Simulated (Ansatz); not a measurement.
**CH₆Al₂O: small, medium and large basis sets**

How large a basis does CH₆Al₂O need? Two functionals are run in growing sets.

Program: Ansatz 0.2.0, Gaussian basis. Level of theory: one geometry, several basis sets. These are calculated values, not measurements.

The runs, in order: PBE0-D4/def2-SVP; ωB97M-V/def2-SVP; PBE0-D4/def2-QZVPP; ωB97M-V/def2-QZVPP; the functionals' def2-TZVPP values are taken from earlier runs.

## (1) The geometry

All runs share one geometry, relaxed beforehand with PBE0-D4 in a triple-zeta def2 set.

10 atoms, charge 0, spin multiplicity 1.

Atoms are counted from 1 here; the program's logs count them from 0.

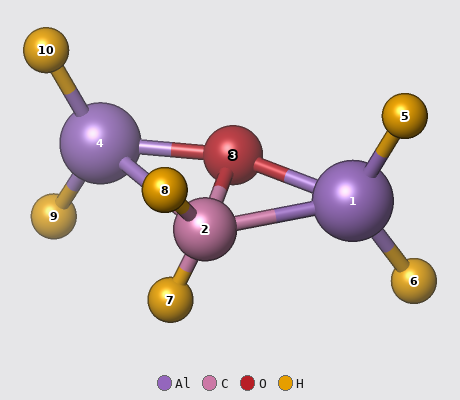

The structure; aluminium purple, carbon pink, oxygen red, hydrogen amber; atoms are numbered from 1 in the order of the file.

As a file:

```csv
atom,x (Å),y (Å),z (Å)
Al1,-1.0138,1.5007,0.1975
C2,0.6771,0.4805,0.0539
O3,-0.6313,-0.2964,-0.0377
Al4,0.3589,-1.7301,-0.2183
H5,-1.5285,1.8313,1.6565
H6,-1.5487,2.1907,-1.1219
H7,1.2225,0.4588,-0.8922
H8,1.2335,0.2224,0.9580
H9,0.6527,-2.1809,-1.6979
H10,0.6608,-2.5280,1.1050
```

## (2) PBE0-D4 in def2-SVP

The input, in.yaml:

```yaml
crystal:
  periodic: [false, false, false]
  atoms:
    - {symbol: Al, position_ang: [-1.013836, 1.500675, 0.197456]}
    - {symbol: C, position_ang: [0.677085, 0.480511, 0.053882]}
    - {symbol: O, position_ang: [-0.631296, -0.296425, -0.037718]}
    - {symbol: Al, position_ang: [0.358867, -1.730063, -0.218264]}
    - {symbol: H, position_ang: [-1.528515, 1.831252, 1.656540]}
    - {symbol: H, position_ang: [-1.548715, 2.190650, -1.121934]}
    - {symbol: H, position_ang: [1.222525, 0.458783, -0.892218]}
    - {symbol: H, position_ang: [1.233466, 0.222395, 0.958002]}
    - {symbol: H, position_ang: [0.652728, -2.180891, -1.697872]}
    - {symbol: H, position_ang: [0.660793, -2.527986, 1.105023]}
basis:
  gaussian: {orbitals: def2-SVP}
hamiltonian: {xc: pbe0, dispersion: d4}
output: {orbitals: {seedname: orbitals}}
```

The run is started by

```console
$ ansatz run in.yaml --threads 2 --pin off --events-out ev --progress --plain --max-ram 4352MiB
```

Further steps of the session: ωB97M-V in def2-SVP; PBE0-D4 in def2-QZVPP; ωB97M-V in def2-QZVPP.

Q: Predict the results of all the runs planned. Wanted: PBE0-D4: double and triple zeta above quadruple; ωB97M-V: double and triple zeta above quadruple.

As calculated:

| quantity | value |
| --- | --- |
| PBE0-D4: double and triple zeta above quadruple | 9.03, 0.62 eV |
| ωB97M-V: double and triple zeta above quadruple | 9.13, 0.59 eV |

**Reading.** PBE0-D4 gains 8.41 eV from double to triple zeta, then 0.62 eV more. These are total energies; as a rule much of such shifts cancels in differences, which this series doesn't test. The LUMO of ωB97M-V is positive and keeps falling with the basis (0.59 to 0.09 eV): an unbound level that the basis holds in place.
